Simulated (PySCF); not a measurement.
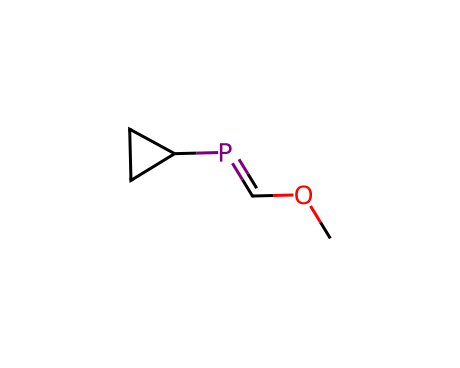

A structural formula.

Give its SMILES.

CO/C=P/C1CC1

What is the molecular formula?

C5H9OP.

An optimisation with GFN2-xTB gave a structure of which point group?

Cs. Other conformers may differ.

More results for the same structure follow; atom numbers are the same in all pictures, views and colours differ. The geometry was computed by an optimisation with GFN2-xTB. No frequency run is at hand to confirm it as a minimum.

### Shape

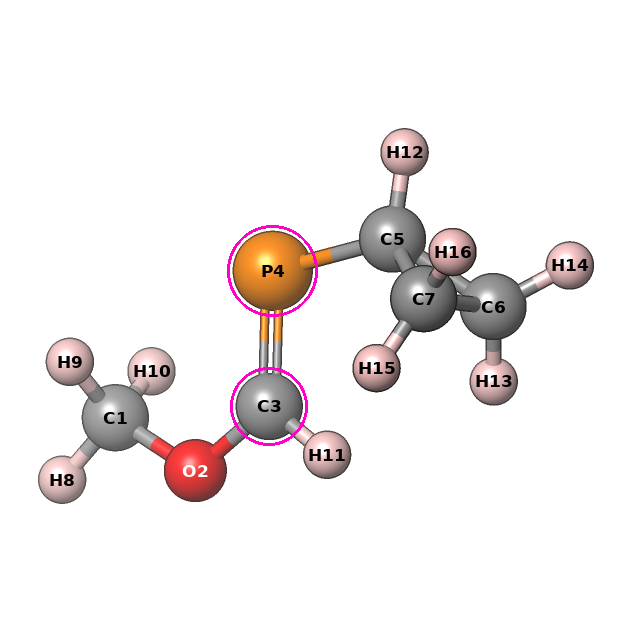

Distant atoms are faded towards the background colour. Circles mark the stereogenic atoms. No frequency run is at hand to confirm it as a minimum.

Assign CIP descriptors.

C3=P4: E.

### Quadrupole coupling

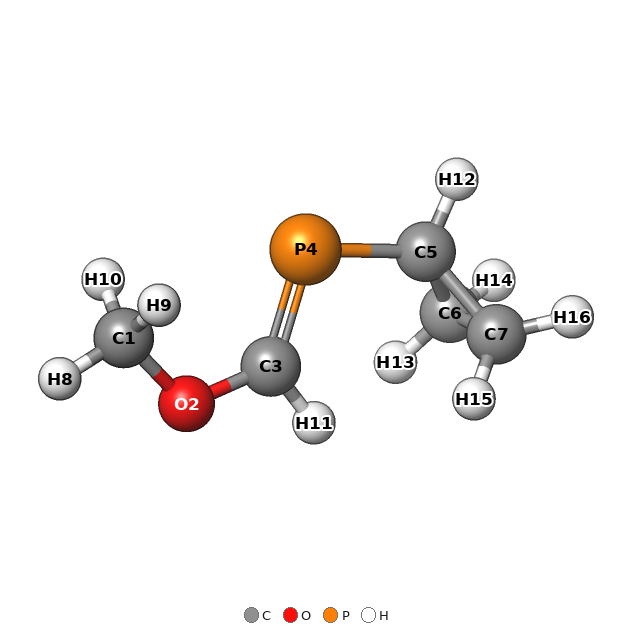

No frequency run is at hand to confirm it as a minimum. Electric field gradients from the ground-state density, PBE0/pcSseg-1 (PySCF 2.14.0), non-relativistic apart from any core potentials.

Give the largest field-gradient component, the quadrupole coupling constant and the asymmetry for 17O at O2 (Q = −25.6 mb), 2H at H8 (Q = 2.86 mb), 2H at H9 (Q = 2.86 mb).

```csv
atom,V_zz (a.u.),e²qQ/h (MHz),η
O2,1.762,−10.60,0.55
H8,0.305,0.205,0.08
H9,0.287,0.193,0.09
```

### Electronic properties

No frequency run is at hand to confirm it as a minimum. Properties computed with PBE0/def2-SVPD, gas phase (PySCF 2.14.0). Excitations: vertical, linear response.

What is the LUMO energy (Kohn–Sham orbital)?

−0.89 eV.

Estimate the HOMO energy (Kohn–Sham orbital).

−6.21 eV.

Give the dipole moment at this level.

0.42 D.

Give the lowest vertical singlet excitation at this level.

4.91 eV.

### Ring current

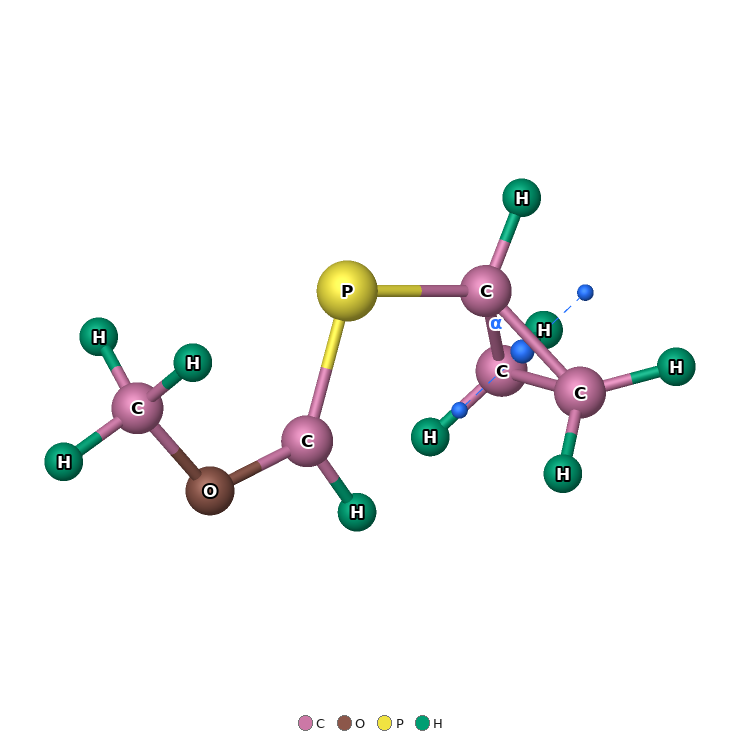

The small points mark where nucleus-independent chemical shifts (NICS) were computed: at the centre of each lettered ring and 1 Å above and below it. No frequency run is at hand to confirm it as a minimum. Properties computed with GIAO PBE0/pcSseg-1 NMR shielding, non-relativistic, gas phase (PySCF 2.14.0).

Give NICS(0), NICS(1) and the out-of-plane component NICS(1)zz for each ring (means of the two sides).

```
ring  members  NICS(0)  NICS(1)  NICS(1)zz
   α       C3    −44.2     −8.0      −23.2
```

Values in ppm.

### Polarisability

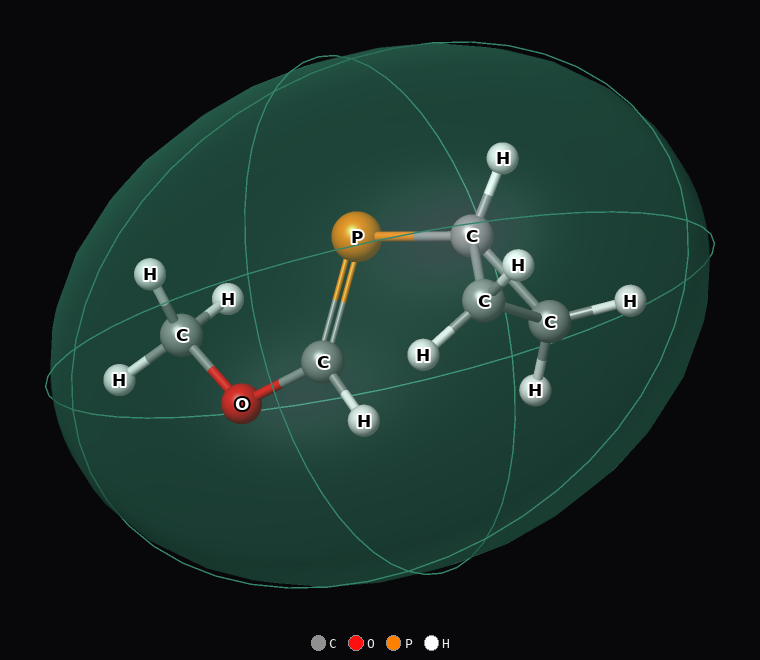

The ellipsoid shows the static dipole polarisability: its half-axes are proportional to the principal values. No frequency run is at hand to confirm it as a minimum. Method: PBE0/def2-SVPD (PySCF 2.14.0).

How large and how anisotropic is the polarisability?

Principal values 70.6, 82.6, 116.2 bohr³; mean 89.8 bohr³ (13.31 Å³); anisotropy 40.9 bohr³, so the longest axis is 1.65 times the shortest.

The geometry is semi-empirical. Around P such bond lengths and angles can be off by a tenth of an ångström or more and by several degrees, and values that hang on the shape move with them.
